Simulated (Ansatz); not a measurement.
GeH$_{4}$···HCl

Input file:

```
crystal:
  periodic: [false, false, false]
  atoms:
    - { symbol: Ge, position_ang: [0.228106, 0.0, -0.056841] }
    - { symbol: H, position_ang: [0.208846, 0.0, 1.492937] }
    - { symbol: H, position_ang: [1.68895, 0.0, -0.542707] }
    - { symbol: H, position_ang: [-0.502721, 1.261347, -0.530649] }
    - { symbol: H, position_ang: [-0.502721, -1.261347, -0.530649] }
    - { symbol: Cl, position_ang: [-2.871779, 0.0, 1.401295] }
    - { symbol: H, position_ang: [-1.61878, 0.0, 1.855013] }
basis:
  gaussian: { orbitals: def2-SVP }
hamiltonian:
  xc: pbe0
  dispersion: d4
relax:
  f_tol: 0.03
  max_steps: 50
output:
  orbitals: {}
```

Launched as:

```sh
ansatz run input.yaml --threads 1 --pin off --max-ram 2048MiB --backend cpu --events-out ev --progress --plain --runs-dir out
```

The fields are those of the run's last geometry, not of the input's.

Computed with RKS PBE0-D4/def2-SVP (Ansatz).

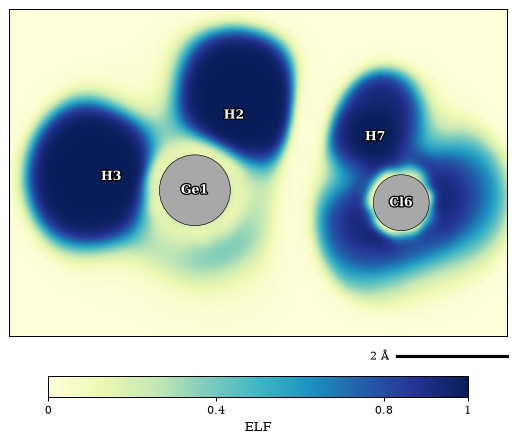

Figure 1. ELF on the plane of atoms H2, Ge1 and H3. Grey discs cover the atomic cores.

Q: Read the bonding off the picture.

A:
- The plane passes through Ge, H and Cl nuclei.
- Ge1···Cl6 (3.76 Å): the ELF dips to about 0 between them; a non-bonded, intermolecular contact.
- Cl–H (1.29 Å): the ELF climbs to about 1 towards the hydrogen, as it does in any bond to H.
- Ge–H (1.54 Å): the ELF climbs to about 1 towards the hydrogen.
- The ELF also peaks beside Cl6, away from the bonds: lone-pair regions.

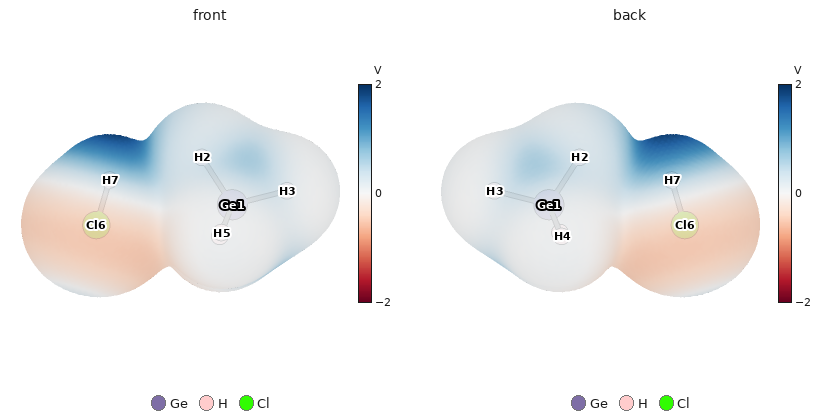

Figure 2. The electrostatic potential painted on the density surface at 0.001 e/bohr³, seen from the front and from behind; red is negative and blue positive.

Q: Which sites attract a positive test charge, and which a negative one?

A: A positive charge is drawn to the negative regions and a negative charge to the positive ones. The most negative region (about −0.5 V) lies over Cl6, the most positive (about +1.8 V) over H7. Cl6 shows a σ-hole: about +0.2 V at the tip opposite its bond, against about −0.4 V on its flanks.

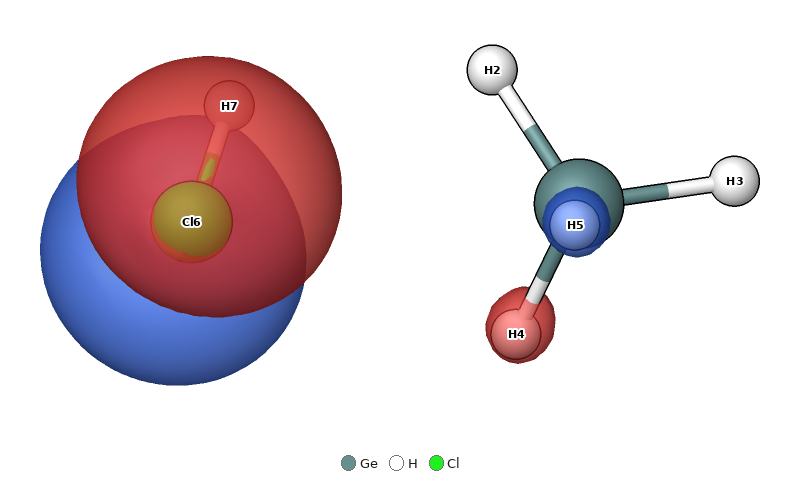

Figure 3. The HOMO−1 at ±0.1 Å⁻³ᐟ² (blue and red are the two phases), seen at a tilt.

Q: Describe this orbital and give its energy.

A: By Hirshfeld shares it lies mainly on Cl6 (about 95 %); largely a lone pair of Cl6. Its energy is −9.15 eV.
